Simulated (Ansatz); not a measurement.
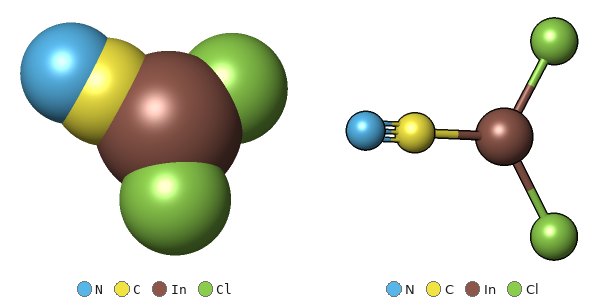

The same structure drawn twice, from different directions.

The computed structure is the end point of a PBE0-D4/def2-TZVP optimisation.

Count the atoms of each element.

CCl₂InN, 5 atoms: 1 carbon, 2 chlorine, 1 indium and 1 nitrogen.

Give a SMILES string for it.

N#[C][In]([Cl])[Cl]

More results for the same structure follow; atom numbers are the same in all pictures, views and colours differ.

**Geometry**

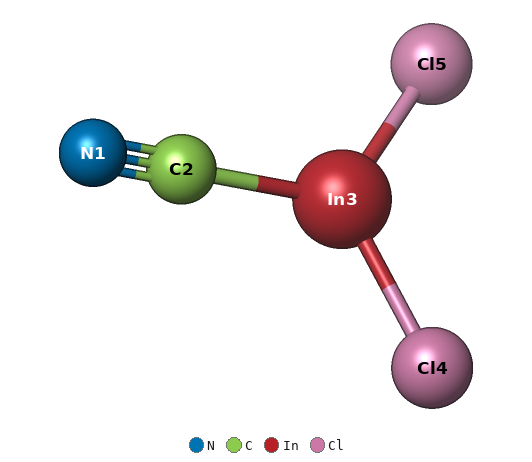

The atoms are numbered.

Which atoms are bonded, and how long are the bonds?

| bond | length (Å) |
| --- | --- |
| N1–C2 | 1.152 |
| C2–In3 | 2.090 |
| In3–Cl4 | 2.288 |
| In3–Cl5 | 2.288 |

**Dipole moment**

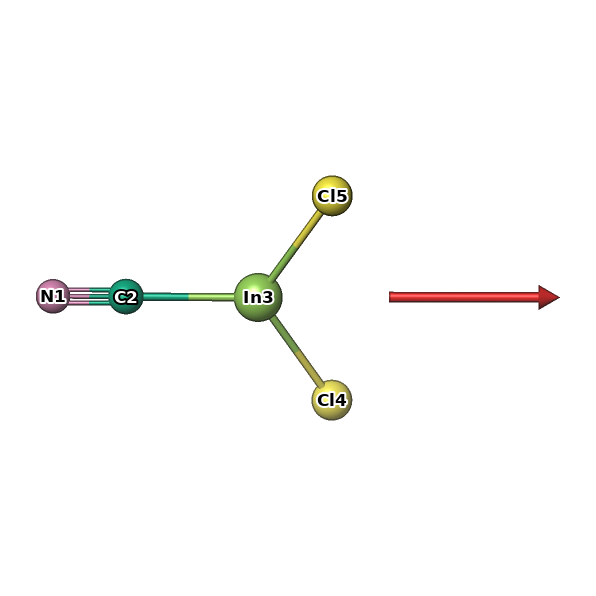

The arrow beside the molecule shows the direction of the dipole moment, from the negative to the positive end (its length means nothing). Method: RKS PBE-D4/def2-TZVPP, core potentials on In (Ansatz 0.2.0).

How large is the dipole moment?

1.76 D; it points from the side of N1 to the side of Cl4, Cl5 (the outermost atoms at the two ends).

**Electronic properties**

Method: RKS SPW92 (LDA)/def2-TZVPP, core potentials on In (Ansatz 0.2.0).

What is the HOMO energy (Kohn–Sham orbital)?

−8.42 eV.

Estimate the LUMO energy (Kohn–Sham orbital).

−3.85 eV.

**Charges**

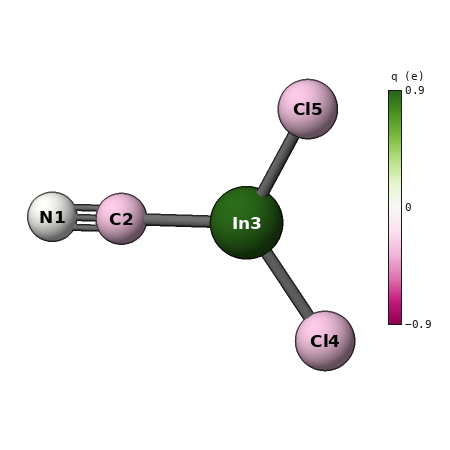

Atoms are coloured by their Mulliken charges. Method: RKS B3LYP-D4/def2-TZVPP, core potentials on In (Ansatz 0.2.0).

Give the Mulliken charges atom by atom.

```
atom  value (e)
  N1       0.03
  C2      −0.30
 In3       0.88
 Cl4      −0.31
 Cl5      −0.31
```

**Thermal motion**

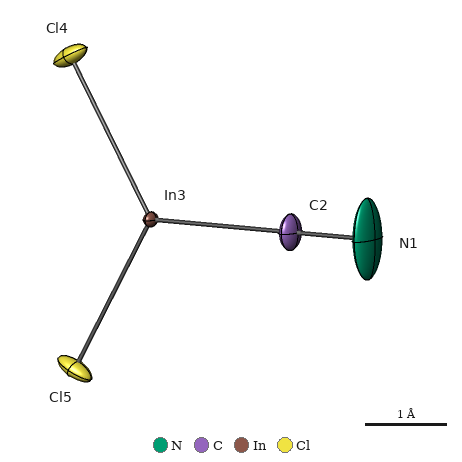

Displacement ellipsoids at the 50 % level, from the internal vibrations of the free molecule (harmonic, no overall translation or rotation; no half-axis is drawn under 0.075 Å). Vibrations computed with RKS PBE0-D4/def2-TZVP, core potentials on In (Ansatz 0.2.0). Temperature: 600 K.

List U_eq and the three principal root-mean-square amplitudes for each kind of atom.

```csv
atom,U_eq (Å²),rms amplitudes (Å)
N1,0.0498,"0.073, 0.188, 0.330"
C2,0.0146,"0.071, 0.131, 0.147"
In3,0.0044,"0.054, 0.060, 0.081"
"Cl4, Cl5",0.0143,"0.070, 0.096, 0.169"
```

Mulliken values depend strongly on the basis set and can even reverse the polarity of a bond.
